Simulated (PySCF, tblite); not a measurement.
# C₄H₁₁B₂N: geometry, infrared bands and NMR shifts

Wanted: the infrared bands and NMR shifts of C₄H₁₁B₂N (`CBNB/C=C\C`), by calculation.

Computed with tblite 0.8.0 and PySCF 2.14.0, with density-fitted response routines of our own, on a single molecule in the gas phase. Atoms are numbered from 0 throughout.

### 1 Starting geometry

18 atoms, charge 0, multiplicity 1; geometry from: force field or distance geometry start.

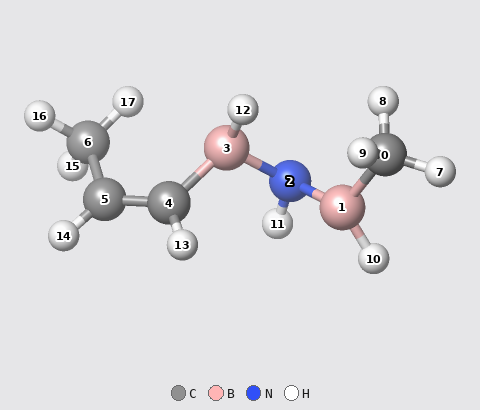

As it starts; carbon grey, boron pink, nitrogen blue, hydrogen white, atoms numbered; sticks join atoms by distance.

### 2 Relaxing the molecule with GFN2-xTB

Job settings and geometry (Å):

```
{"job": {"kind": "relax", "xc": "GFN2-xTB", "basis": "xTB"}, "charge": 0, "multiplicity": 1}
C     -3.152300     0.437700     0.138600
B     -2.104900    -0.742900     0.264200
N     -0.804900    -0.573700     1.092100
B      0.132200     0.422500     0.367500
C      1.042900    -0.276000    -0.709500
C      2.366300    -0.262700    -0.628500
C      2.986500     0.417100     0.522900
H     -4.201100     0.067900     0.207800
H     -2.965400     1.213400     0.898700
H     -3.072600     0.907300    -0.861600
H     -2.588900    -1.825800     0.320000
H     -0.401100    -1.517800     1.203100
H     -0.437400     1.398100    -0.016700
H      0.558000    -0.772200    -1.569200
H      3.022300    -0.716400    -1.355700
H      3.566800    -0.327300     1.090400
H      3.750900     1.134500     0.114400
H      2.293900     1.022500     1.115500
```

Started as:

```bash
OMP_NUM_THREADS=1 python probes_run.py task.json out
```

This one command runs all jobs of the session in turn.

What it wrote:

```text
step      E/eV     max force
  0    -530.98982    3.721
  1    -531.53119    2.703
  2    -531.91160    3.089
  3    -532.09512    1.171
  4    -532.17351    0.581
  5    -532.22253    0.538
  6    -532.24441    0.477
  7    -532.27423    0.354
  8    -532.29637    0.356
  9    -532.31616    0.363
 10    -532.33628    0.382
 11    -532.35947    0.367
 12    -532.38112    0.393
 13    -532.40118    0.320
 14    -532.42382    0.347
 15    -532.45092    0.384
 16    -532.47561    0.363
 17    -532.49658    0.363
 18    -532.51647    0.338
 19    -532.53793    0.369
 20    -532.56167    0.361
 21    -532.58230    0.333
 22    -532.59627    0.284
 23    -532.60687    0.274
 24    -532.61661    0.249
 25    -532.62516    0.403
 26    -532.63253    0.258
 27    -532.63949    0.178
 28    -532.64360    0.160
 29    -532.64910    0.234
 30    -532.65441    0.246
 31    -532.65844    0.185
 32    -532.66072    0.124
 33    -532.66263    0.100
 34    -532.66484    0.153
 35    -532.66810    0.198
 36    -532.67215    0.164
 37    -532.67634    0.151
 38    -532.67979    0.162
 39    -532.68254    0.163
 40    -532.68521    0.149
 41    -532.68814    0.160
 42    -532.69098    0.147
 43    -532.69349    0.118
 44    -532.69574    0.103
 45    -532.69775    0.092
 46    -532.69947    0.088
 47    -532.70089    0.074
 48    -532.70219    0.078
 49    -532.70374    0.105
 50    -532.70581    0.133
 51    -532.70835    0.131
 52    -532.71096    0.126
 53    -532.71337    0.141
 54    -532.71578    0.158
 55    -532.71899    0.157
 56    -532.72374    0.188
 57    -532.72982    0.178
 58    -532.73575    0.140
 59    -532.74039    0.164
 60    -532.74438    0.160
 61    -532.74845    0.206
 62    -532.75204    0.129
 63    -532.75525    0.110
 64    -532.75702    0.105
 65    -532.75982    0.167
 66    -532.76250    0.131
 67    -532.76476    0.137
 68    -532.76628    0.118
 69    -532.76750    0.094
 70    -532.76861    0.116
 71    -532.76945    0.092
 72    -532.77009    0.073
 73    -532.77073    0.082
 74    -532.77151    0.072
 75    -532.77245    0.069
 76    -532.77292    0.043
 77    -532.77323    0.047
 78    -532.77362    0.071
 79    -532.77430    0.121
 80    -532.77535    0.146
 81    -532.77660    0.117
 82    -532.77756    0.058
 83    -532.77812    0.053
 84    -532.77852    0.056
 85    -532.77893    0.061
 86    -532.77931    0.039
 87    -532.77961    0.044
 88    -532.77987    0.038
 89    -532.78014    0.040
 90    -532.78043    0.030
 91    -532.78066    0.030
 92    -532.78081    0.034
 93    -532.78094    0.032
 94    -532.78111    0.030
 95    -532.78136    0.036
 96    -532.78166    0.044
 97    -532.78205    0.053
 98    -532.78261    0.060
 99    -532.78359    0.075
100    -532.78546    0.105
101    -532.78850    0.129
102    -532.79179    0.138
103    -532.79613    0.132
104    -532.79877    0.119
105    -532.79115    0.323
106    -532.80208    0.113
107    -532.80338    0.113
108    -532.80543    0.109
109    -532.80809    0.145
110    -532.80955    0.131
111    -532.81103    0.070
112    -532.81182    0.064
113    -532.81230    0.084
114    -532.81284    0.100
115    -532.81381    0.072
116    -532.81511    0.071
117    -532.81589    0.072
118    -532.81677    0.068
119    -532.81783    0.079
120    -532.81798    0.116
121    -532.81906    0.077
122    -532.81922    0.134
123    -532.81965    0.041
124    -532.81983    0.035
125    -532.82003    0.035
126    -532.82027    0.046
127    -532.82058    0.043
128    -532.82100    0.046
129    -532.82139    0.042
130    -532.82175    0.045
131    -532.82209    0.049
132    -532.82245    0.043
133    -532.82278    0.048
134    -532.82307    0.049
135    -532.82338    0.061
136    -532.82378    0.064
137    -532.82434    0.054
138    -532.82471    0.042
139    -532.82509    0.045
140    -532.82545    0.048
141    -532.82584    0.046
142    -532.82622    0.036
143    -532.82657    0.042
144    -532.82688    0.037
145    -532.82720    0.042
146    -532.82750    0.084
147    -532.82795    0.051
148    -532.82848    0.057
149    -532.82908    0.066
150    -532.82964    0.072
151    -532.83025    0.066
152    -532.83080    0.063
153    -532.83078    0.107
154    -532.83158    0.045
155    -532.83203    0.062
156    -532.83258    0.042
157    -532.83310    0.056
158    -532.83361    0.072
159    -532.83427    0.089
160    -532.83553    0.059
161    -532.83732    0.083
162    -532.83743    0.173
163    -532.83838    0.169
164    -532.83929    0.051
165    -532.83977    0.032
166    -532.84030    0.083
167    -532.84055    0.028
168    -532.84065    0.020
169    -532.84074    0.014
170    -532.84077    0.013
171    -532.84083    0.013
172    -532.84089    0.019
173    -532.84095    0.015
174    -532.84100    0.014
175    -532.84105    0.015
176    -532.84109    0.012
177    -532.84111    0.008
```

Wall time 2.2 s (1 thread of Intel Xeon at 2.70GHz, shared host).

The steps of the relaxation: (not every step is listed)

| step | energy from step 0 (eV) | largest force (eV/Å) |
| --- | --- | --- |
| 0 | 0.0000 | 3.7211 |
| 1 | -0.5414 | 2.7029 |
| 2 | -0.9218 | 3.0886 |
| 3 | -1.1053 | 1.1705 |
| 4 | -1.1837 | 0.5812 |
| 5 | -1.2327 | 0.5383 |
| 6 | -1.2546 | 0.4768 |
| 7 | -1.2844 | 0.3537 |
| 8 | -1.3066 | 0.3556 |
| 24 | -1.6268 | 0.2488 |
| 40 | -1.6954 | 0.1489 |
| 56 | -1.7339 | 0.1876 |
| 72 | -1.7803 | 0.0735 |
| 88 | -1.7900 | 0.0379 |
| 104 | -1.8089 | 0.1194 |
| 120 | -1.8282 | 0.1162 |
| 136 | -1.8340 | 0.0642 |
| 152 | -1.8410 | 0.0626 |
| 168 | -1.8508 | 0.0197 |
| 172 | -1.8511 | 0.0194 |
| 173 | -1.8511 | 0.0146 |
| 174 | -1.8512 | 0.0140 |
| 175 | -1.8512 | 0.0146 |
| 176 | -1.8513 | 0.0116 |
| 177 | -1.8513 | 0.0078 |

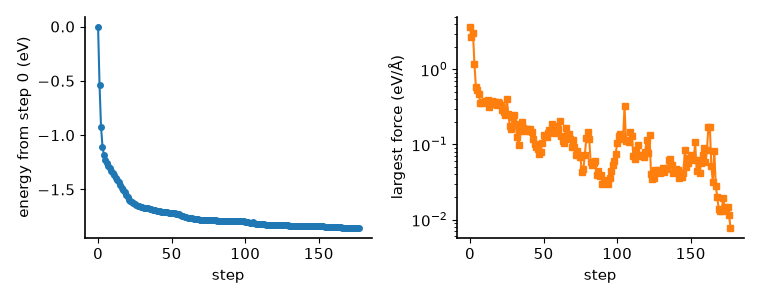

Energy and largest force along the relaxation.

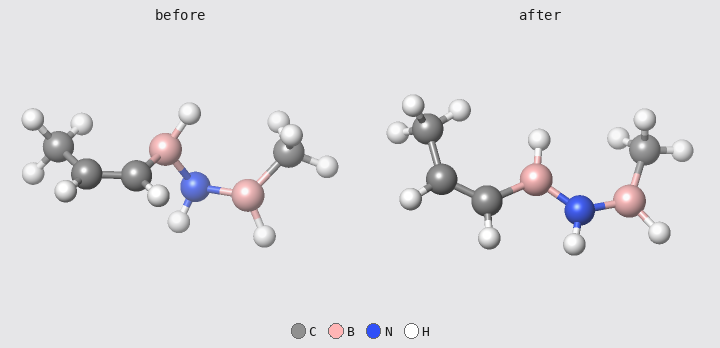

Before and after, at one scale.

Distances of close pairs at the start and the end, largest changes first:

| bond | before (Å) | after (Å) | change (Å) |
| --- | --- | --- | --- |
| B1–N2 | 1.550 | 1.414 | -0.137 |
| N2–B3 | 1.548 | 1.417 | -0.130 |
| C6–H16 | 1.125 | 1.090 | -0.035 |
| C0–H7 | 1.114 | 1.087 | -0.027 |
| B3–H12 | 1.193 | 1.169 | -0.024 |
| B3–C4 | 1.574 | 1.554 | -0.020 |
| N2–H11 | 1.033 | 1.013 | -0.020 |
| C0–H9 | 1.108 | 1.089 | -0.018 |

The next job starts from the end point, and lists it.

### 3 Vibrational analysis with GFN2-xTB

Job settings and geometry (Å):

```
{"job": {"kind": "ir", "xc": "GFN2-xTB", "basis": "xTB"}, "charge": 0, "multiplicity": 1}
C     -3.008101     0.603160     0.698421
B     -2.541605    -0.759897     0.047469
N     -1.178213    -1.033749    -0.206400
B     -0.018129    -0.252210     0.022117
C      1.350451    -0.839206    -0.421315
C      2.565454    -0.297039    -0.296389
C      2.893370     1.019619     0.318022
H     -4.052719     0.592538     0.999216
H     -2.412564     0.868422     1.568378
H     -2.886883     1.418342    -0.013950
H     -3.328080    -1.580561    -0.261068
H     -0.998393    -1.932289    -0.637459
H     -0.138544     0.795244     0.527029
H      1.326497    -1.816618    -0.900529
H      3.436305    -0.834138    -0.663181
H      3.574569     0.875344     1.157132
H      3.404647     1.649249    -0.410402
H      2.003180     1.530105     0.666972
```

What it wrote:

```text
mode    cm-1     km/mol
  1      -5.1      1.24
  2      37.1      1.33
  3      79.9      0.66
  4     109.8      0.20
  5     134.8      0.21
  6     205.7      1.57
  7     247.7      1.07
  8     302.1      0.34
  9     319.3      1.14
 10     491.7      1.95
 11     543.8      4.74
 12     587.4      0.61
 13     678.3     19.35
 14     781.9    134.83
 15     835.5      1.88
 16     852.8      5.75
 17     892.7    184.97
 18     927.8     10.29
 19     964.4     26.82
 20     977.8      0.35
 21     990.9     16.90
 22    1017.1      2.50
 23    1034.8      1.77
 24    1087.4      1.77
 25    1110.1     54.81
 26    1209.9     63.60
 27    1277.4     16.00
 28    1304.6    174.64
 29    1368.0    141.50
 30    1387.2    106.43
 31    1395.0    412.56
 32    1405.7    242.78
 33    1470.7      5.02
 34    1475.1     12.03
 35    1495.2      1.02
 36    1500.7      3.84
 37    1666.8    143.29
 38    2568.4    228.83
 39    2647.8    115.52
 40    2977.7     52.03
 41    2991.5     27.44
 42    3001.8     88.06
 43    3008.6     55.43
 44    3009.6     30.80
 45    3036.3     45.33
 46    3042.0     32.31
 47    3086.3     25.00
 48    3395.7      6.53
```

Wall time 1.3 s (1 thread of Intel Xeon at 2.70GHz, shared host).

Which atoms move in the most intense modes:

| cm⁻¹ | km/mol | atoms |
| --- | --- | --- |
| 782 | 134.8 | B3 25 %, H12 19 %, H14 19 %, H13 12 % |
| 893 | 185.0 | B1 25 %, H10 23 %, H9 19 %, C0 10 % |
| 1305 | 174.6 | H11 40 %, B1 39 % |
| 1368 | 141.5 | H13 21 %, H14 17 % |
| 1395 | 412.6 | N2 20 %, H15 13 %, H16 13 %, H11 12 % |
| 1406 | 242.8 | H13 13 %, N2 12 %, H14 11 % |
| 1667 | 143.3 | C5 51 %, C4 43 % |
| 2568 | 228.8 | H10 92 % |

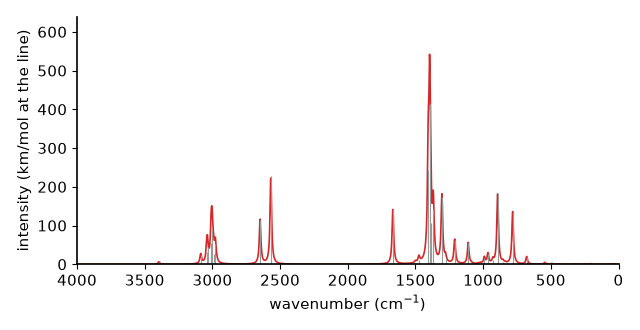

The infrared spectrum from these modes, unscaled. Lines are broadened to a width of 14 cm⁻¹ (Lorentzian).

### 4 Nuclear shieldings: PBE0/pcSseg-1

The job, as its differences from that of step 3:

```diff
@@ -1,2 +1,2 @@
-{"job": {"kind": "ir", "xc": "GFN2-xTB", "basis": "xTB"}, "charge": 0, "multiplicity": 1}
+{"job": {"kind": "nmr", "xc": "PBE0", "basis": "pcSseg-1"}, "charge": 0, "multiplicity": 1}
 C     -3.008101     0.603160     0.698421
```

Method: GIAO PBE0/pcSseg-1 NMR shielding, non-relativistic, gas phase.

What it wrote:

```text
coarse grid: 14400 points
cycle   1  E = -263.0838076325  dE =  5.671e-01  |g| = 5.214e-01  |ddm| = 3.557e+00
cycle   2  E = -263.0677151200  dE =  1.609e-02  |g| = 5.962e-01  |ddm| = 9.186e-01
cycle   3  E = -263.1546409702  dE = -8.693e-02  |g| = 9.179e-02  |ddm| = 5.106e-01
cycle   4  E = -263.1564558757  dE = -1.815e-03  |g| = 3.534e-02  |ddm| = 9.545e-02
cycle   5  E = -263.1567649336  dE = -3.091e-04  |g| = 7.555e-03  |ddm| = 3.084e-02
cycle   6  E = -263.1567773298  dE = -1.240e-05  |g| = 3.145e-03  |ddm| = 6.953e-03
cycle   7  E = -263.1567795239  dE = -2.194e-06  |g| = 4.688e-04  |ddm| = 2.376e-03
final grid: 137336 points
cycle   8  E = -263.1920895224  dE = -4.404e-05  |g| = 9.346e-03  |ddm| = 3.037e-02
cycle   9  E = -263.1920839944  dE =  5.528e-06  |g| = 1.076e-02  |ddm| = 1.529e-02
cycle  10  E = -263.1921112131  dE = -2.722e-05  |g| = 1.048e-03  |ddm| = 7.678e-03
cycle  11  E = -263.1921114465  dE = -2.334e-07  |g| = 2.395e-04  |ddm| = 7.915e-04
cycle  12  E = -263.1921114585  dE = -1.204e-08  |g| = 6.676e-05  |ddm| = 2.283e-04
cycle  13  E = -263.1921114596  dE = -1.024e-09  |g| = 3.496e-05  |ddm| = 8.906e-05
cycle  14  E = -263.1921114599  dE = -3.063e-10  |g| = 6.332e-06  |ddm| = 2.884e-05
converged SCF energy = -263.1921114599

GIAO shielding tensors (ppm)
atom      isotropic    diamagn.    paramagn.     s11        s22        s33       span
  0 C      182.480     251.987     -69.507    168.022    187.562    191.857     23.835
  1 B       46.756     192.378    -145.622     -9.285     35.869    113.684    122.969
  2 N       81.530     323.552    -242.023    -69.333     93.361    220.561    289.895
  3 B       62.009     196.820    -134.811     26.476     37.267    122.285     95.809
  4 C       46.799     261.031    -214.232    -63.026     50.355    153.069    216.094
  5 C       20.179     254.784    -234.605   -107.835     12.478    155.893    263.728
  6 C      164.735     250.386     -85.652    145.350    165.844    183.011     37.661
  7 H       30.889      27.911       2.978     27.249     28.394     37.024      9.776
  8 H       30.834      32.294      -1.459     26.253     30.275     35.975      9.722
  9 H       31.209      31.351      -0.143     26.896     29.896     36.834      9.938
 10 H       25.818      29.058      -3.240     24.338     25.056     28.059      3.721
 11 H       24.724      32.713      -7.989     21.023     25.981     27.169      6.146
 12 H       25.700      35.367      -9.667     22.538     23.896     30.667      8.129
 13 H       25.684      33.222      -7.537     22.775     24.799     29.480      6.704
 14 H       24.485      29.958      -5.473     22.521     22.815     28.120      5.599
 15 H       29.792      28.219       1.573     26.524     27.449     35.405      8.881
 16 H       29.801      28.522       1.278     26.530     27.454     35.417      8.887
 17 H       28.749      32.713      -3.964     24.291     28.812     33.144      8.854
```

Run time: 62 s. Hardware: 1 thread of Intel Xeon at 2.70GHz, shared host; peak memory 0.78 GiB.

The references, computed at this level on geometries of the same kind, shield at (ppm): 1H TMS 31.72, 13C TMS 186.9, 15N NH3 267.7, 11B BF3·OEt2 100.1. Their shielding less the atom's gives the shift. The references are single molecules in the gas phase, so shifts against H2O, NH3, PH3, H3PO4 or CFCl3 are not on the usual liquid scales and can be off by tens of ppm. Atoms listed in one row are averaged.

| atoms | environment | σ (ppm) | δ (ppm) | δ scaled to CDCl3 |
| --- | --- | --- | --- | --- |
| C5 | alkene CH | 20.2 | 166.7 | 160.8 |
| C4 | alkene CH | 46.8 | 140.1 | 134.8 |
| C6 | allylic methyl carbon | 164.7 | 22.2 | 19.7 |
| C0 | methyl carbon bonded to B | 182.5 | 4.4 | 2.4 |
| H14 | hydrogen on an alkene CH | 24.49 | 7.23 | 6.92 |
| H11 | hydrogen on a nitrogen bonded to 2 B | 24.72 | 6.99 | – |
| H13 | hydrogen on an alkene CH | 25.68 | 6.03 | 5.79 |
| H12 | hydrogen on a boron bonded to C, N | 25.70 | 6.02 | – |
| H10 | hydrogen on a boron bonded to C, N | 25.82 | 5.90 | – |
| H15, H16, H17 | hydrogen on an allylic methyl carbon | 29.45 | 2.27 | 2.25 |
| H7, H8, H9 | hydrogen on a methyl carbon bonded to B | 30.98 | 0.74 | 0.80 |
| B1 | boron bonded to C, N, H | 46.8 | 53.3 | – |
| B3 | boron bonded to C, N, H | 62.0 | 38.1 | – |
| N2 | nitrogen bonded to 2 B, H | 81.5 | 186.2 | – |

The scaled column applies a straight-line fit of computed shieldings to shifts measured in CDCl3 (root-mean-square error 0.16 ppm for H, 1.9 ppm for C).

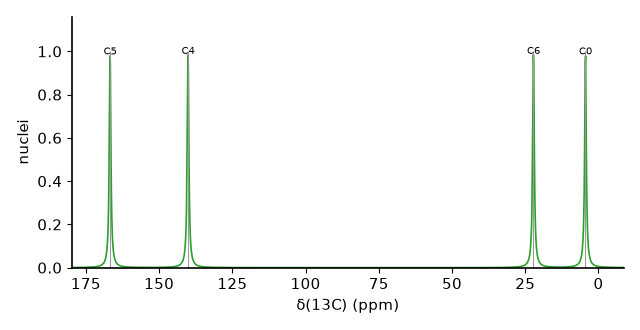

13C lines at the computed shifts, without couplings. Lines are broadened to a width of 0.65 ppm (Lorentzian).

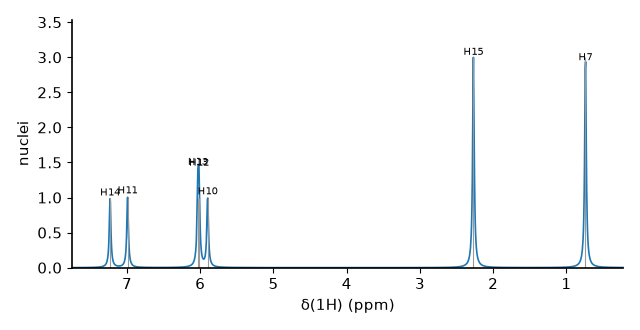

1H lines at the computed shifts, without couplings. Lines are broadened to a width of 0.03 ppm (Lorentzian).

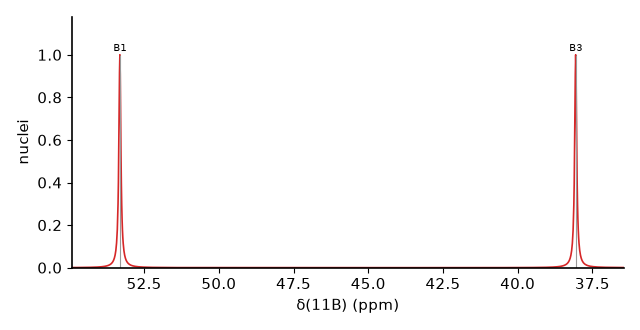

11B lines at the computed shifts, without couplings. Lines are broadened to a width of 0.08 ppm (Lorentzian).

Charges from the same density, by scheme (e):

| atoms | Mulliken | IAO | Hirshfeld | ESP fit |
| --- | --- | --- | --- | --- |
| C0 | -0.54 | -0.58 | -0.20 | -0.65 |
| B1 | 0.29 | 0.20 | 0.18 | 0.60 |
| N2 | -0.50 | -0.41 | -0.21 | -0.81 |
| B3 | 0.40 | 0.14 | 0.15 | 0.72 |
| C4 | -0.36 | -0.30 | -0.14 | -0.72 |
| C5 | -0.20 | -0.06 | 0.00 | 0.22 |
| C6 | -0.24 | -0.43 | -0.11 | -0.47 |

Hirshfeld charges:

C0 -0.20; B1 0.18; N2 -0.21; B3 0.15; C4 -0.14; C5 0.00; C6 -0.11; H7 0.04; H8 0.04; H9 0.05; H10 -0.07; H11 0.12; H12 -0.06; H13 0.03; H14 0.05; H15 0.05; H16 0.05; H17 0.05

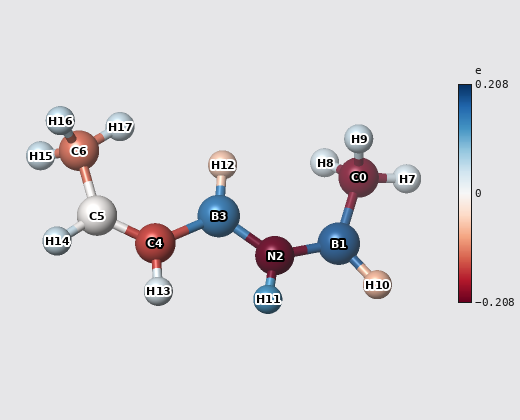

Hirshfeld charges, as colours on the atoms.

Mayer bond orders: C0–B1 1.04, B1–N2 1.22, N2–B3 1.18, B3–C4 0.99, C4–C5 1.90, C5–C6 1.08.

### 5 What came out

| quantity | value |
| --- | --- |
| strongest single infrared mode (GFN2-xTB) | 1395 cm⁻¹, 413 km/mol |
| zero-point energy (GFN2-xTB) | 92.8 kcal/mol |
| 13C shifts against TMS (PBE0/pcSseg-1) | 166.7, 140.1, 22.2, 4.4 ppm |
| 1H shifts against TMS (PBE0/pcSseg-1, means over atoms taken as alike) | 7.23, 6.99, 6.03, 6.02, 5.90, 2.27, 0.74 ppm |
| 11B shifts against BF3·OEt2 (PBE0/pcSseg-1) | 53.3, 38.1 ppm |
| 15N shifts against NH3 (PBE0/pcSseg-1) | 186.2 ppm |

In words: Relaxing lowered the energy by 1.851 eV in 177 steps; the close pair that moved most is B1–N2, from 1.550 to 1.414 Å. The lowest mode is slightly imaginary (5i cm⁻¹), a soft motion within the noise of the Hessian, so the minimum is not strictly shown. The strongest single mode, at 1395 cm⁻¹, has its largest shares on N2, H15, H16 and H11 (the list is cut at 4 atoms). GFN2-xTB is a fitted tight-binding method: band positions and strengths are rough. Its intensities can rank the bands wrongly. At PBE0/pcSseg-1: The widest tensor belongs to N2: span 290 ppm, with a paramagnetic part of -242 ppm.
